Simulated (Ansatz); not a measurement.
Base system: SiC in the zinc blende structure (space group F-43m, No. 216; a = 4.3563 Å).

The change: an isotropic linear strain of +0.50 %; the atoms relax in the strained cell.

All numbers come from Ansatz (a program for electronic structure) r2SCAN, no spin-orbit coupling.

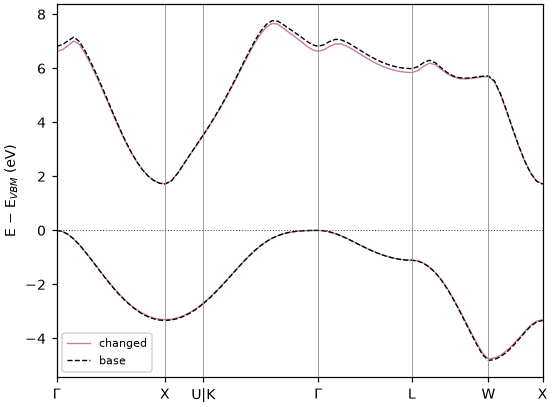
Figure. Highest valence and lowest conduction band along the path, each from its own valence-band maximum

The gap is 1.72 eV, indirect, Γ → X; the base has 1.71 eV.

No phonon test of stability was made.
